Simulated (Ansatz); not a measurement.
**Hypothetical diamond La: pressure series**

The reference is La in the diamond structure (space group Fd-3m, No. 227; a hypothetical phase, not in the database extracts checked).

```
CELL_PARAMETERS angstrom
      0.00000     3.33976     3.33976
      3.33976     0.00000     3.33976
      3.33976     3.33976     0.00000
ATOMIC_POSITIONS crystal
  La 0.75000 0.75000 0.75000
  La 0.50000 0.50000 0.50000
```

Cell and atoms are relaxed at each pressure.

Method: plane-wave PAW DFT at the PBE level (Ansatz, an electronic-structure program, 420 eV), scalar-relativistic without spin-orbit coupling.

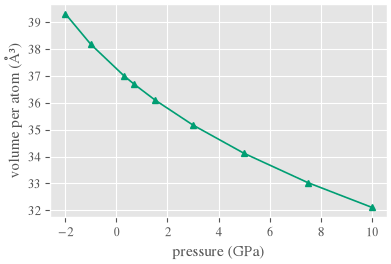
*Volume against pressure*

Question: Estimate the zero-pressure bulk modulus from the plot.

Answer: About 44 GPa; a third-order Birch–Murnaghan fit to the points gives V₀ = 37.26 Å³/atom, B₀ = 44 GPa and B₀′ = 5.8.

Load acts through the strain it causes; cell and atoms are relaxed under it. No phonon test of stability was made. No other phases were tried under pressure.
